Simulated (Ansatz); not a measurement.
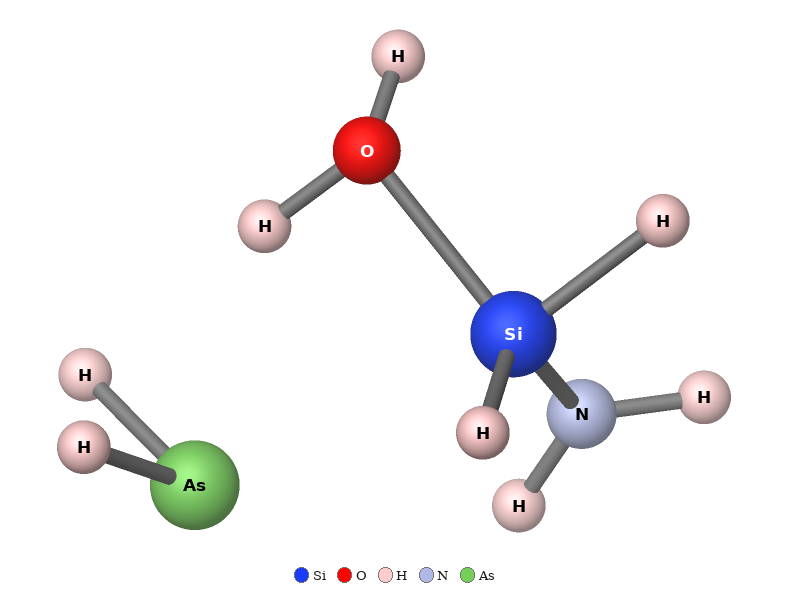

Computed geometry: PBE0-D4/def2-TZVP saddle-point search. Properties computed with RKS PBE0-D4/def2-TZVPP (Ansatz 0.2.0).

Predict the main results.

The species is AsH₈NOSi.
- HOMO energy (Kohn–Sham orbital): −5.61 eV
- LUMO energy (Kohn–Sham orbital): 0.00 eV
- HOMO–LUMO gap: 5.61 eV
